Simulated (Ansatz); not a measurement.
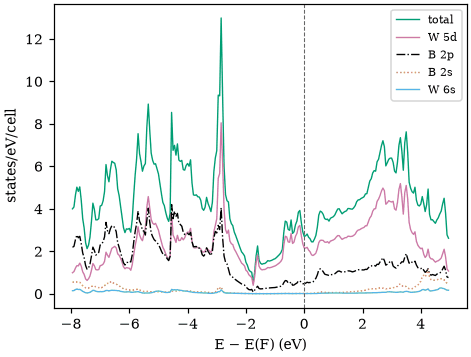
Figure: Total and projected density of states of B$_{2}$W in space group P6_3/mmc (No. 194; B on 4f, B on 2b, B on 2d, W on 4f), r²SCAN in the plane-wave PAW code Ansatz

### Question
Which orbitals carry the states next to the Fermi level?

### Answer
Within 0.5 eV of the Fermi level: W 5d 78 %, B 2p 19 %. Projections are on Löwdin-orthogonalised atomic valence shells; empty p or d shells of many metals are not among them.

### Question
Where is the tallest occupied peak in this window, and what makes it?

### Answer
Near -2.8 eV, about 13 states/eV per cell; the largest projected share is W 5d.

The workflow started from a Materials Project entry (that database holds measured and hypothetical structures alike); the Crystallography Open Database files this formula in space group No. 194, but the cells were not matched. Whether it is the stable phase at ambient conditions was not checked. Symmetry was held in the r²SCAN relaxation; whether a distortion lowers the energy is not shown. No spin polarisation was allowed. Spin–orbit coupling is left out wherever it is not named.

Potentials: the later of the program's two PAW sets.
